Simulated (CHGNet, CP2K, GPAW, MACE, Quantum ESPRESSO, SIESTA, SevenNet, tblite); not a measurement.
# Random rock-salt (Ti, Nb, Ta, Hf)C solid solution (64 atoms), the built cell with every atom moved at random

Geometry: the built cell with every atom moved at random. Computed with Quantum ESPRESSO 7.5: Kohn-Sham DFT, PBE, SSSP efficiency 1.3.0 pseudopotentials, plane waves; sssp-1.3.0-efficiency; 60/480 Ry; levels smeared at 580 K; Γ point.

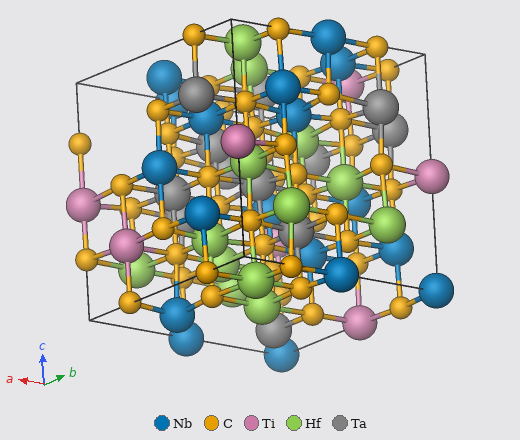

The structure (niobium blue, carbon orange, titanium pink, hafnium green, tantalum grey). Some periodic images of atoms are drawn too.

Cell vectors (Å):

```
8.990 0.000 0.000
0.000 8.990 0.000
0.000 0.000 8.990
```

Positions (Å):

```
1 Nb 0.059 8.975 0.040
2 C 2.243 0.007 8.926
3 Ti 8.930 2.277 2.218
4 C 2.191 2.263 2.246
5 Hf 2.226 0.029 2.194
6 C 0.003 0.044 2.285
7 Ta 2.248 2.273 0.025
8 C 8.891 2.248 0.089
9 Ti 0.015 0.033 4.353
10 C 2.284 8.949 4.481
11 Ta 0.045 2.296 6.770
12 C 2.278 2.220 6.733
13 Ta 2.208 0.003 6.653
14 C 0.029 0.048 6.661
15 Nb 2.268 2.393 4.485
16 C 8.952 2.215 4.524
17 Ti 0.051 4.515 0.024
18 C 2.230 4.497 0.029
19 Nb 0.010 6.759 2.231
20 C 2.238 6.726 2.185
21 Nb 2.235 4.498 2.268
22 C 0.015 4.495 2.269
23 Nb 2.217 6.703 8.931
24 C 8.970 6.810 8.975
25 Nb 0.040 4.507 4.563
26 C 2.254 4.498 4.546
27 Ta 8.962 6.742 6.740
28 C 2.333 6.825 6.766
29 Hf 2.252 4.381 6.611
30 C 0.002 4.557 6.721
31 Hf 2.285 6.799 4.384
32 C 0.057 6.719 4.458
33 Nb 4.493 0.001 8.972
34 C 6.736 8.898 8.972
35 Hf 4.472 2.191 2.230
36 C 6.620 2.271 2.242
37 Hf 6.639 8.987 2.272
38 C 4.560 0.012 2.256
39 Nb 6.661 2.186 8.954
40 C 4.602 2.173 8.923
41 Ta 4.513 0.115 4.465
42 C 6.760 8.977 4.569
43 Ta 4.484 2.164 6.701
44 C 6.778 2.364 6.761
45 Nb 6.689 8.930 6.767
46 C 4.603 8.977 6.807
47 Ta 6.674 2.309 4.532
48 C 4.444 2.191 4.405
49 Hf 4.549 4.479 8.985
50 C 6.821 4.424 0.040
51 Ta 4.564 6.650 2.242
52 C 6.792 6.791 2.270
53 Hf 6.800 4.447 2.184
54 C 4.415 4.564 2.299
55 Hf 6.689 6.790 0.037
56 C 4.573 6.766 0.056
57 Ta 4.520 4.574 4.616
58 C 6.727 4.472 4.564
59 Nb 4.444 6.736 6.637
60 C 6.733 6.788 6.781
61 Nb 6.720 4.502 6.793
62 C 4.531 4.475 6.761
63 Hf 6.675 6.727 4.554
64 C 4.464 6.700 4.407
```

Predict the forces.

Columns: atom, fx, fy, fz (forces in eV/Å).

```
1 -1.024 0.790 -0.635
2 0.279 -0.091 -0.048
3 0.278 -0.074 0.329
4 -0.108 0.613 -0.102
5 0.468 -0.483 0.645
6 -0.385 0.088 -0.483
7 -0.466 0.108 0.201
8 1.606 0.358 -0.930
9 -0.324 0.126 1.240
10 -0.382 1.600 0.216
11 -1.207 -1.036 0.140
12 -0.224 -0.697 0.303
13 -0.019 0.123 0.368
14 0.188 -0.133 0.645
15 -1.236 -3.311 -1.420
16 0.134 0.352 -0.237
17 -0.598 -0.315 -0.244
18 0.035 0.011 -0.329
19 -0.411 -0.626 0.126
20 0.759 0.233 -0.332
21 -0.821 -0.192 -0.647
22 0.504 -0.150 -0.195
23 0.916 -0.032 1.147
24 0.875 -1.138 -0.018
25 -1.621 -0.246 -1.906
26 0.324 0.831 -2.333
27 0.845 0.559 -0.416
28 -1.488 -0.656 -0.822
29 0.109 2.896 4.321
30 -0.001 -0.613 1.195
31 -1.083 -1.159 1.365
32 -1.013 0.543 0.745
33 -0.802 -1.025 0.448
34 0.478 2.314 0.522
35 -0.870 2.196 -0.487
36 2.326 -0.616 0.524
37 3.414 0.565 -0.253
38 -2.232 -0.910 0.074
39 2.029 0.291 0.233
40 -2.376 0.834 0.273
41 -0.417 -2.534 0.323
42 -0.040 0.682 -0.641
43 0.376 1.153 0.343
44 -0.210 -1.584 -0.383
45 1.977 1.278 -0.571
46 -2.057 0.284 -1.502
47 1.450 -0.866 -0.478
48 0.706 1.749 2.008
49 -1.219 0.248 0.046
50 -0.073 0.667 -1.021
51 -1.242 1.252 -0.341
52 -0.570 -1.009 0.449
53 -0.797 0.859 1.593
54 1.163 -1.205 0.015
55 1.543 -1.989 -0.726
56 -2.220 -0.333 -0.816
57 -0.032 -2.210 -2.582
58 0.184 0.325 -0.430
59 0.654 0.444 2.056
60 0.516 -0.500 -0.266
61 0.930 0.128 -0.045
62 -0.278 0.065 -0.061
63 1.994 0.354 -1.263
64 0.786 0.814 1.068
```

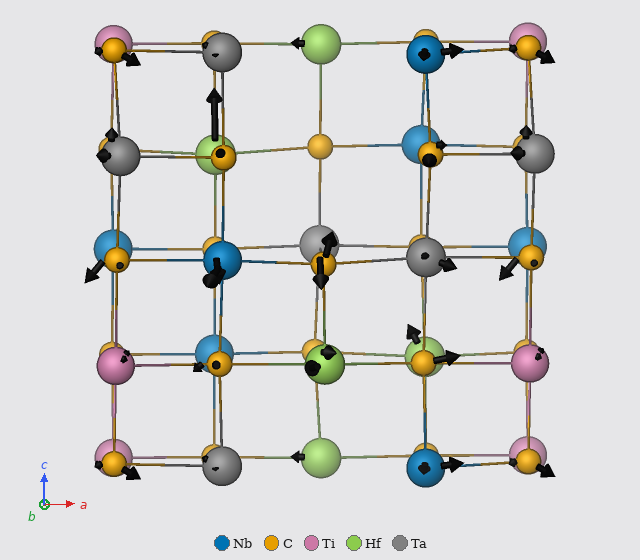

The forces as arrows, the longest 5.20 eV/Å. Drawn is a slice 4 Å thick, seen along the normal of the ac plane.

Only the Γ point is sampled, in a cell whose shortest periodic width is 9 Å, which is coarse for a cell with partly filled levels.

The r.m.s. force component is 1.09 eV/Å; the longest force, 5.20 eV/Å, acts on Hf29.

[Logs are printed without paths, hosts, clocks, repeated set-up lines and the standing remarks that a program may print on its own settings, such as how far it seeks lower states.]

[Hosts, paths, dates, database ids (printed as entryN), source tags and the programs' standing remarks are cut or masked in the printed files.]
